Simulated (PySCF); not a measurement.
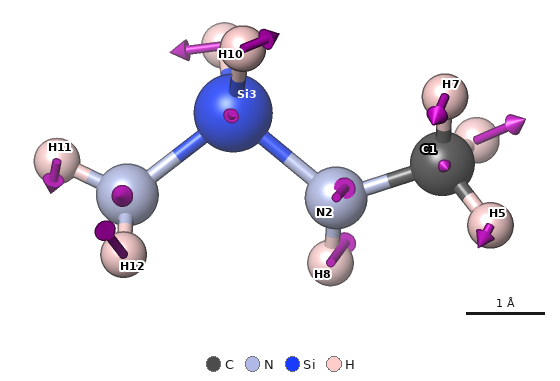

This is a relaxation of CH₈N₂Si. The starting structure is drawn; purple arrows show the displacements, 3 times their true length. The two geometries are superimposed by the best rigid fit.

The picture is a ball-and-stick view, seen face on.

The start comes from GFN2-xTB.

All numbers below come from PBE0-D3(BJ)/def2-SVP geometry optimisation, gas phase (PySCF). 

Q: Describe the change and its energy.

A: Over 7 geometry steps the energy falls by 3.11 kcal/mol. Largest force component: 0.84 eV/Å at the start, 0.014 eV/Å at the end. The atom that moves furthest after the best rigid fit is an H atom (0.36 Å). By element the largest moves are H 0.36 Å, N 0.26 Å, Si 0.08 Å, C 0.06 Å. Near-neighbour distances that change, for instance: H–Si 1.471 → 1.502 Å, C–H 1.088 → 1.102 Å, N–Si 1.718 → 1.725 Å, H–N 1.010 → 1.015 Å. Among the angles between lasting bonds that change: N–Si–N 102.8° → 107.8°, C–N–Si 122.7° → 126.4°, Si–N–H 117.4° → 121.1°. Groups turn about N–Si by about 20°.
